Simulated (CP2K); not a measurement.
Band structure of BeBiO3 (Pm-3m, 5 atoms in the cell).

```yaml
crystal:
  lattice:
    - [3.67380, 0.00000, 0.00000]
    - [0.00000, 3.67380, 0.00000]
    - [0.00000, 0.00000, 3.67380]
  atoms:
    - { symbol: Be, position: [0.50000, 0.50000, 0.50000] }
    - { symbol: Bi, position: [0.00000, 0.00000, 0.00000] }
    - { symbol: O, position: [0.50000, 0.50000, 0.00000] }
    - { symbol: O, position: [0.00000, 0.50000, 0.50000] }
    - { symbol: O, position: [0.50000, 0.00000, 0.50000] }
```

Method: PBEsol, GPW, DZVP-MOLOPT-PBE-GTH basis, GTH-PBE potentials (POTENTIAL_UZH) run with CP2K 2026.2.

Settings: CUTOFF = 650 Ry; REL_CUTOFF = 50 Ry; SMEAR/METHOD = GAUSSIAN; SIGMA = 0.05 eV; KPOINTS/SCHEME = MONKHORST-PACK 6 6 6; GAMMA_CENTERED = T; XC_FUNCTIONAL = PBE:PBESOL; Be/BASIS_SET = DZVP-MOLOPT-PBE-GTH-q4; Be/POTENTIAL = GTH-PBE-q4; Bi/BASIS_SET = DZVP-MOLOPT-PBE-GTH-q5; Bi/POTENTIAL = GTH-PBE-q5; O/BASIS_SET = DZVP-MOLOPT-PBE-GTH-q6; O/POTENTIAL = GTH-PBE-q6; METHOD = GPW.

The starting cell comes from a database of computed structures (which also holds hypothetical and non-ambient phases and stackings), without a prior relaxation at this level. Spin-orbit coupling is off. Values carry the incompleteness of an atom-centred basis. The potentials were made for another functional than the one used.

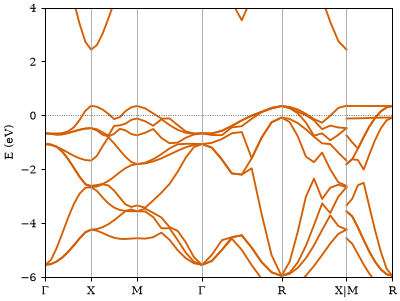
Figure. Bands along the path, energies from the Fermi level.

Levels in eV from the Fermi level, bands 10 to 15:
```
point     10     11     12     13     14    15
-----  -----  -----  -----  -----  -----  ----
Γ      -1.07  -1.07  -0.67  -0.67  -0.67  8.10
X      -2.62  -1.68  -0.48  -0.48   0.35  2.44
M      -1.81  -1.81  -0.74  -0.12   0.35  4.35
R      -0.08  -0.08   0.34   0.34   0.34  7.47
```

Bands cross the Fermi level along this path, so the cell is metallic at this level.

Higher empty bands are left out: an atom-centred basis made for the valence describes them poorly.
